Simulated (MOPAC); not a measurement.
## Frequency calculation, with input and output: SiCl3F

System: SiCl3F, SMILES F[Si](Cl)(Cl)Cl.
Method: AM1, closed shell (MOPAC 23.2.5).

The geometry was optimised with AM1.

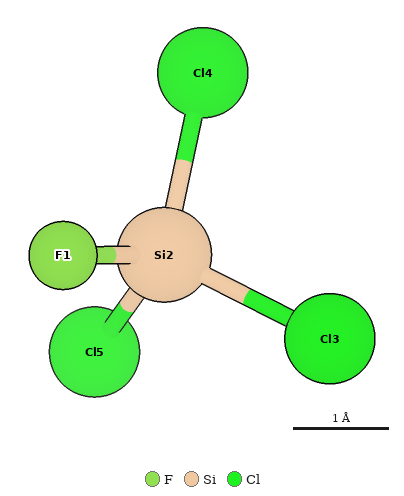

The structure as given in the input (ball-and-stick view, seen at a tilt; atoms are numbered from 1 in the order of the input).

### Summary

```json
{"quantity": "outcome", "value": "converged"}
{"quantity": "heat of formation", "value": "−218.84 kcal/mol"}
{"quantity": "basis functions", "value": "20"}
{"quantity": "zero-point energy", "value": "0.007677 hartree"}
{"quantity": "wavenumbers, lowest and highest", "value": "132 and 1155 cm⁻¹"}
{"quantity": "hardware", "value": "1 thread of Arm Neoverse N1, 90 GiB of memory available, shared host"}
{"quantity": "peak memory", "value": "0.094 GiB"}
```

MOPAC's energies along a path are heats of formation.

### Input (mol.mop)
```
AM1 THERMO(200,600,200) FORCE AUX(PRECISION=9) THREADS=1
Cl3FSi frequencies

F      0.914242 +1    -0.960529 +1     1.101921 +1
Si     0.067984 +1    -0.058883 +1     0.067322 +1
Cl    -1.623201 +1     0.672757 +1     0.974460 +1
Cl    -0.495286 +1    -1.176412 +1    -1.561080 +1
Cl     1.196954 +1     1.527070 +1    -0.587360 +1
```

Launched with:
```bash
mopac mol.mop
```

### What the program printed
```
MOPAC v23.2.5
AM1 CALCULATION RESULTS

 *  AM1        - The AM1 Hamiltonian to be used
 *  FORCE      - FORCE CALCULATION SPECIFIED
 *  THREADS=1  - MULTI-THREADING NOT USED
 *  AUX        - OUTPUT AUXILIARY INFORMATION
 *  THERMO     - THERMODYNAMIC QUANTITIES TO BE CALCULATED
AM1 THERMO(200,600,200) FORCE AUX(PRECISION=9) THREADS=1
 Cl3FSi frequencies

   ATOM   CHEMICAL          X               Y               Z
  NUMBER   SYMBOL      (ANGSTROMS)     (ANGSTROMS)     (ANGSTROMS)

     1       F          0.91424200  *  -0.96052900  *   1.10192100  *
     2      Si          0.06798400  *  -0.05888300  *   0.06732200  *
     3      Cl         -1.62320100  *   0.67275700  *   0.97446000  *
     4      Cl         -0.49528600  *  -1.17641200  *  -1.56108000  *
     5      Cl          1.19695400  *   1.52707000  *  -0.58736000  *

          CARTESIAN COORDINATES

    NO.       ATOM           X           Y           Z

     1         F          0.9142     -0.9605      1.1019
     2        Si          0.0680     -0.0589      0.0673
     3        Cl         -1.6232      0.6728      0.9745
     4        Cl         -0.4953     -1.1764     -1.5611
     5        Cl          1.1970      1.5271     -0.5874

           Empirical Formula: F Si Cl3  =     5 atoms

      MOLECULAR POINT GROUP   :   C3v

      RHF CALCULATION, NO. OF DOUBLY OCCUPIED LEVELS = 16

          HEAT OF FORMATION =    -218.839867 KCALS/MOLE

          CARTESIAN COORDINATE DERIVATIVES

   NUMBER  ATOM         X            Y            Z

     1       F      0.028408     0.007925     0.027003
     2      Si     -0.030067    -0.012123    -0.041857
     3      Cl     -0.002829     0.003766    -0.001092
     4      Cl      0.012114     0.005450     0.011763
     5      Cl     -0.007626    -0.005017     0.004183

 DIPOLE           X         Y         Z       TOTAL
 POINT-CHG.    -0.136    -0.000    -0.002     0.136
 HYBRID        -0.449    -0.000    -0.000     0.449
 SUM           -0.585    -0.000    -0.002     0.585

          GRADIENT NORM =   0.06958

          MOLECULAR WEIGHT =  153.44

          ROTATIONAL CONSTANTS IN CM(-1)

          A =    0.05864946   B =    0.05864075   C =    0.04275547

           PRINCIPAL MOMENTS OF INERTIA IN UNITS OF 10**(-40)*GRAM-CM**2

          A =      477.2892   B =      477.3600   C =      654.7174

          ORIENTATION OF MOLECULE IN FORCE CALCULATION

    NO.       ATOM         X         Y         Z

     1          F      -1.9082   -0.0000   -0.0002
     2         Si      -0.2959   -0.0000   -0.0002
     3         Cl       0.4188    1.9254   -0.0002
     4         Cl       0.4197   -0.9628   -1.6672
     5         Cl       0.4185   -0.9626    1.6676

    FIRST DERIVATIVES WILL BE USED IN THE CALCULATION OF SECOND DERIVATIVES

          ESTIMATED TIME TO COMPLETE CALCULATION =        0.00 SECONDS

    FOR POINT-GROUP C3v  THERE ARE   6 UNIQUE SYMMETRY FUNCTIONS.

 STEP:   1 TIME =     0.00 SECS, INTEGRAL =      0.00 TIME LEFT: 172800.00
 STEP:   2 TIME =     0.01 SECS, INTEGRAL =      0.01 TIME LEFT: 172799.99
 STEP:   3 TIME =     0.00 SECS, INTEGRAL =      0.01 TIME LEFT: 172799.99
 STEP:   4 TIME =     0.01 SECS, INTEGRAL =      0.02 TIME LEFT: 172799.98
 STEP:   5 TIME =     0.00 SECS, INTEGRAL =      0.02 TIME LEFT: 172799.98
 STEP:   6 TIME =     0.00 SECS, INTEGRAL =      0.02 TIME LEFT: 172799.98
 STEP:   7 TIME =     0.01 SECS, INTEGRAL =      0.02 TIME LEFT: 172799.98
 STEP:   8 TIME =     0.00 SECS, INTEGRAL =      0.02 TIME LEFT: 172799.98
 STEP:   9 TIME =     0.00 SECS, INTEGRAL =      0.02 TIME LEFT: 172799.98
 STEP:  10                       INTEGRAL =      0.02 TIME LEFT: 172799.98
 STEP:  11                       INTEGRAL =      0.02 TIME LEFT: 172799.98
 STEP:  12                       INTEGRAL =      0.02 TIME LEFT: 172799.98
 STEP:  13                       INTEGRAL =      0.02 TIME LEFT: 172799.98
 STEP:  14                       INTEGRAL =      0.02 TIME LEFT: 172799.98
 STEP:  15                       INTEGRAL =      0.02 TIME LEFT: 172799.98

(To convert to Hartree/Bohr^2, multiply by (10^(-21) x N x a0^2)/(4.184 x 627.51) =  0.0642)

           FORCE MATRIX IN MILLIDYNES/ANGSTROM

                  F  1      Si  2      Cl  3      Cl  4      Cl  5
 ------------------------------------------------------------------
     F    1   9.146113
    Si    2   8.547101  10.041777
    Cl    3   0.381175   1.367351   1.925220
    Cl    4   0.380808   1.368938   0.236501   1.925220
    Cl    5   0.381403   1.367765   0.236216   0.236501   1.925220

          HEAT OF FORMATION =    -218.839867 KCALS/MOLE

          ZERO POINT ENERGY       4.817 KCAL/MOL

           NORMAL COORDINATE ANALYSIS (Total motion = 1 Angstrom)

   Root No.       1         2         3         4         5         6         7         8

                 1 E       1 E       1 A1      2 E       2 E       2 A1      3 E       3 E

                 131.7     131.7     194.4     245.2     245.2     372.4     447.2     447.2

           1   -0.0000    0.0001    0.2244   -0.0002    0.0001   -0.1984   -0.0000    0.0000
           2   -0.1725   -0.1218    0.0000    0.2786    0.3044   -0.0000   -0.0293   -0.0113
           3    0.1217   -0.1727    0.0001    0.3037   -0.2794   -0.0001    0.0116   -0.0284
           4   -0.0000    0.0001    0.2260    0.0001   -0.0000   -0.1937    0.0000   -0.0003
           5   -0.0793   -0.0560    0.0000   -0.1033   -0.1128   -0.0000    0.4603    0.1771
           6    0.0559   -0.0793    0.0001   -0.1125    0.1035   -0.0001   -0.1823    0.4472
           7    0.0901    0.0635   -0.0998   -0.1001   -0.1093    0.0866   -0.0776   -0.0298
           8   -0.1197   -0.0845    0.1537   -0.0930   -0.1017    0.1832   -0.2228   -0.0857
           9   -0.1574    0.2235   -0.0001    0.0523   -0.0482    0.0000    0.0039   -0.0096
          10    0.0100   -0.1098   -0.0997    0.1445   -0.0322    0.0866    0.0122    0.0804
          11    0.2422   -0.0516   -0.0769   -0.0538    0.0752   -0.0916   -0.0266   -0.1138
          12   -0.1245   -0.1389   -0.1331   -0.1240   -0.0089   -0.1586   -0.0250   -0.2001
          13   -0.1001    0.0462   -0.0998   -0.0444    0.1415    0.0866    0.0654   -0.0503
          14    0.0327    0.2458   -0.0768    0.0793   -0.0473   -0.0916   -0.0996    0.0652
          15    0.1724    0.0708    0.1330   -0.0019    0.1247    0.1587    0.1593   -0.1293

   Root No.       9

                 3 A1

                1154.8

           1    0.5918
           2    0.0001
           3    0.0003
           4   -0.4020
           5   -0.0001
           6   -0.0002
           7    0.0004
           8    0.0020
           9    0.0000
          10    0.0005
          11   -0.0010
          12   -0.0017
          13    0.0004
          14   -0.0010
          15    0.0018

           MASS-WEIGHTED COORDINATE ANALYSIS (NORMAL COORDINATES)

   Root No.       1         2         3         4         5         6         7         8

                 1 E       1 E       1 A1      2 E       2 E       2 A1      3 E       3 E

                 131.7     131.7     194.4     245.2     245.2     372.4     447.2     447.2

           1   -0.0001    0.0002    0.4006   -0.0004    0.0002   -0.3482   -0.0000    0.0000
           2   -0.2869   -0.2026    0.0001    0.4827    0.5266   -0.0000   -0.0397   -0.0158
           3    0.2026   -0.2868    0.0002    0.5266   -0.4827   -0.0001    0.0158   -0.0397
           4   -0.0000    0.0001    0.4905    0.0002   -0.0001   -0.4134    0.0000   -0.0005
           5   -0.1603   -0.1132    0.0001   -0.2175   -0.2373   -0.0001    0.7585    0.3016
           6    0.1132   -0.1603    0.0003   -0.2373    0.2175   -0.0002   -0.3016    0.7585
           7    0.2047    0.1442   -0.2434   -0.2368   -0.2583    0.2076   -0.1437   -0.0571
           8   -0.2719   -0.1919    0.3747   -0.2202   -0.2403    0.4392   -0.4124   -0.1639
           9   -0.3579    0.5071   -0.0002    0.1240   -0.1137    0.0000    0.0073   -0.0183
          10    0.0229   -0.2492   -0.2430    0.3423   -0.0759    0.2077    0.0224    0.1533
          11    0.5504   -0.1169   -0.1875   -0.1275    0.1776   -0.2196   -0.0490   -0.2171
          12   -0.2829   -0.3155   -0.3247   -0.2935   -0.0212   -0.3802   -0.0459   -0.3816
          13   -0.2275    0.1048   -0.2434   -0.1054    0.3341    0.2075    0.1212   -0.0958
          14    0.0742    0.5579   -0.1874    0.1879   -0.1116   -0.2195   -0.1846    0.1242
          15    0.3917    0.1609    0.3244   -0.0047    0.2946    0.3804    0.2955   -0.2461

   Root No.       9

                 3 A1

                1154.8

           1    0.7710
           2    0.0001
           3    0.0003
           4   -0.6368
           5   -0.0001
           6   -0.0004
           7    0.0007
           8    0.0036
           9    0.0000
          10    0.0009
          11   -0.0018
          12   -0.0031
          13    0.0007
          14   -0.0018
          15    0.0031

          DESCRIPTION OF VIBRATIONS

 VIBRATION          2    1E          ATOM PAIR     ENERGY CONTRIBUTION    RADIAL
 FREQUENCY           131.70         Si2 -- Cl5         +32.8% ( 74.4%)      0.1%
 TRANSITION DIPOLE   0.7389         Si2 -- Cl3         +29.3% ( 70.4%)      0.1%
 TRAVEL (Ang.)       0.2355         F 1 -- Si2         +23.1% ( 62.5%)      0.0%
 REDUCED MASS        9.2293         Si2 -- Cl4         +14.7% ( 49.9%)      1.9%
 EFFECTIVE MASS     33.3850
 FORCE CONSTANT      0.0943

 VIBRATION          3    1A1         ATOM PAIR     ENERGY CONTRIBUTION    RADIAL
 FREQUENCY           194.38         Si2 -- Cl5         +31.7% (193.6%)      1.4%
 TRANSITION DIPOLE   2.0927         Si2 -- Cl3         +31.7% (193.6%)      1.4%
 TRAVEL (Ang.)       0.2337         Si2 -- Cl4         +31.7% (193.6%)      1.4%
 REDUCED MASS        6.3540         F 1 -- Si2          +5.0% ( 76.9%)    100.0%
 EFFECTIVE MASS     34.0975
 FORCE CONSTANT      0.1414

 VIBRATION          5    2E          ATOM PAIR     ENERGY CONTRIBUTION    RADIAL
 FREQUENCY           245.23         F 1 -- Si2         +47.5% ( 82.0%)      0.0%
 TRANSITION DIPOLE   2.0698         Si2 -- Cl4         +18.3% ( 51.0%)      0.3%
 TRAVEL (Ang.)       0.1909         Si2 -- Cl3         +17.4% ( 49.7%)      4.9%
 REDUCED MASS        7.5462         Si2 -- Cl5         +16.7% ( 48.7%)     10.8%
 EFFECTIVE MASS     25.9329
 FORCE CONSTANT      0.2674

 VIBRATION          6    2A1         ATOM PAIR     ENERGY CONTRIBUTION    RADIAL
 FREQUENCY           372.41         Si2 -- Cl5         +32.0% ( 96.9%)     68.1%
 TRANSITION DIPOLE   1.8872         Si2 -- Cl3         +32.0% ( 96.9%)     68.1%
 TRAVEL (Ang.)       0.1606         Si2 -- Cl4         +32.0% ( 96.9%)     68.1%
 REDUCED MASS        7.0214         F 1 -- Si2          +4.0% ( 34.3%)    100.0%
 EFFECTIVE MASS     32.5753
 FORCE CONSTANT      0.5738

 VIBRATION          8    3E          ATOM PAIR     ENERGY CONTRIBUTION    RADIAL
 FREQUENCY           447.16         Si2 -- Cl4         +33.9% ( 90.5%)     93.8%
 TRANSITION DIPOLE   5.8450         Si2 -- Cl5         +25.1% ( 77.9%)     55.9%
 TRAVEL (Ang.)       0.1023         Si2 -- Cl3         +21.4% ( 71.9%)     25.3%
 REDUCED MASS       14.4162         F 1 -- Si2         +19.6% ( 68.9%)      0.0%
 EFFECTIVE MASS     30.4320
 FORCE CONSTANT      1.6984

 VIBRATION          9    3A1         ATOM PAIR     ENERGY CONTRIBUTION    RADIAL
 FREQUENCY          1154.84         F 1 -- Si2         +65.6% (100.0%)    100.0%
 TRANSITION DIPOLE   4.6853         Si2 -- Cl4         +11.5% ( 41.8%)     12.5%
 TRAVEL (Ang.)       0.0718         Si2 -- Cl3         +11.5% ( 41.8%)     12.5%
 REDUCED MASS       11.3318         Si2 -- Cl5         +11.5% ( 41.8%)     12.5%
 EFFECTIVE MASS     22.4794
 FORCE CONSTANT      8.9042

      SYMMETRY NUMBER FOR POINT-GROUP C3v =  3

          SYSTEM IS A GROUND STATE

 Cl3FSi frequencies

          MOLECULE IS NOT LINEAR

          THERE ARE  9 GENUINE VIBRATIONS IN THIS SYSTEM
          THIS THERMODYNAMICS CALCULATION IS LIMITED TO
          MOLECULES WHICH HAVE NO INTERNAL ROTATIONS

                    CALCULATED THERMODYNAMIC PROPERTIES
                                          *
   TEMP. (K)   PARTITION FUNCTION   H.O.F.    ENTHALPY  HEAT CAPACITY ENTROPY
                                   KCAL/MOL   CAL/MOLE    CAL/K/MOL  CAL/K/MOL

 298.00  VIB.     0.2369D+02                  2380.6986    13.7292    14.2785
         ROT.     0.1452D+06                   888.2803     2.9808    26.6009
         INT.     0.3440D+07                  3268.9789    16.7100    40.8794
         TRA.     0.1838D+28                  1480.4672     4.9680    40.9920
         TOT.                     -218.840    4749.4460    21.6780    81.8714

 200.00  VIB.     0.6013D+01                  1135.1911    11.4201     9.2408
         ROT.     0.7985D+05                   596.1613     2.9808    25.4122
         INT.     0.4801D+06                  1731.3524    14.4009    34.6530
         TRA.     0.1010D+28                   993.6021     4.9680    39.0109
         TOT.                     -220.864    2724.9545    19.3689    73.6639

 400.00  VIB.     0.8748D+02                  3853.0149    15.0242    18.5182
         ROT.     0.2259D+06                  1192.3226     2.9808    27.4783
         INT.     0.1976D+08                  5045.3375    18.0050    45.9966
         TRA.     0.2858D+28                  1987.2043     4.9680    42.4545
         TOT.                     -216.557    7032.5417    22.9730    88.4511

 600.00  VIB.     0.7731D+03                  7005.0608    16.3175    24.8909
         ROT.     0.4149D+06                  1788.4838     2.9808    28.6870
         INT.     0.3208D+09                  8793.5446    19.2984    53.5778
         TRA.     0.5250D+28                  2980.8064     4.9680    44.4688
         TOT.                     -211.815   11774.3510    24.2664    98.0467

   *: NOTE: HEATS OF FORMATION ARE RELATIVE TO THE
            ELEMENTS IN THEIR STANDARD STATE AT 298K
              (=  Standard Enthalpy of Formation).

            Hvib:  Zero-point energy is not included.
                   frequencies of less than zero cm-1 are not included.
            Hrot = (3/2)RT
            Htra = (3/2)RT + pV = (5/2)RT

            Heat capacity is Cp, not Cv

           FORCE CONSTANT IN CARTESIAN COORDINATES (Millidynes/A)

    ATOM   CHEMICAL       X               Y               Z
   NUMBER   SYMBOL  FORCE CONSTANT  FORCE CONSTANT  FORCE CONSTANT

      1       F        9.130663        0.370654        0.370657
      2      Si        9.491090        2.318795        2.318797
      3      Cl        0.448963        1.666248        0.176582
      4      Cl        0.449842        0.549053        1.292897
      5      Cl        0.448722        0.548624        1.294446

 *                    *
 * JOB ENDED NORMALLY *
 *                    *

 TOTAL JOB TIME:             0.04 SECONDS

 == MOPAC DONE ==
```

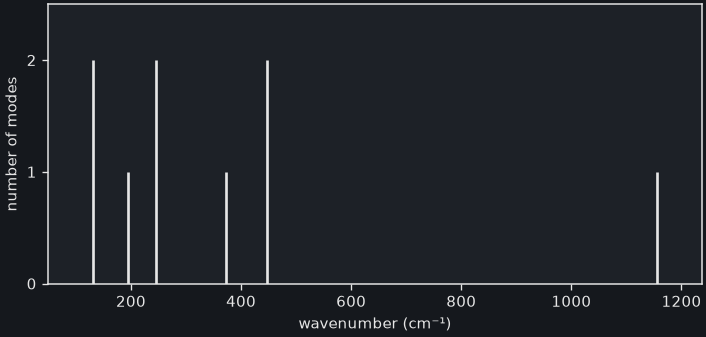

Harmonic vibrational wavenumbers from the force constants; neighbouring modes closer than 5 cm⁻¹ are counted in one stick. 9 modes from 132 to 1155 cm⁻¹, none imaginary.
